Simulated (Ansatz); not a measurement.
Molecule (SMILES): N#N (N2).
Atoms: N1, N2. Bonds: N1-N2.

Basis-set convergence of the highest harmonic wavenumber at HF with Ansatz (an electronic-structure program). Each level at its own minimum, finite differences of forces, unscaled; the reference is a large set that could be run, not a limit. All functions are spherical. The program fits the integrals of some runs and decomposes those of others, by size. No added dispersion term, no relativity. Reference: the value in def2-QZVPPD, 2730 cm⁻¹. Deviations are taken from unrounded values.

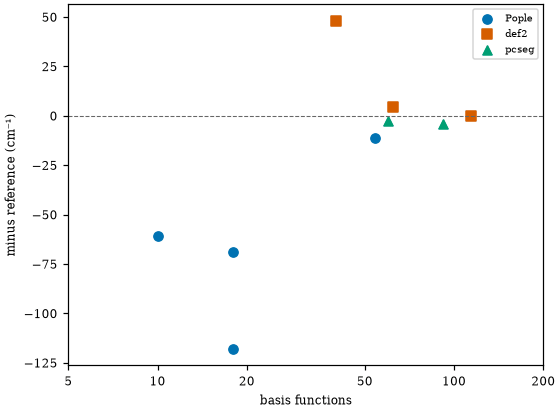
Fig. 1. Deviation from the reference against the number of basis functions, by family of sets.

| basis | functions | highest harmonic wavenumber (cm⁻¹) | minus reference (cm⁻¹) |
|---|---|---|---|
| STO-3G | 10 | 2669 | -61 |
| 3-21G | 18 | 2612 | -118 |
| 6-31G | 18 | 2661 | -69 |
| def2-SVPD | 40 | 2778 | 48 |
| 6-311++G(2d,2p) | 54 | 2719 | -11 |
| pcseg-2 | 60 | 2728 | -3 |
| def2-TZVPP | 62 | 2735 | 5 |
| aug-pcseg-2 | 92 | 2726 | -4 |
| def2-QZVPP | 114 | 2730 | 0 |
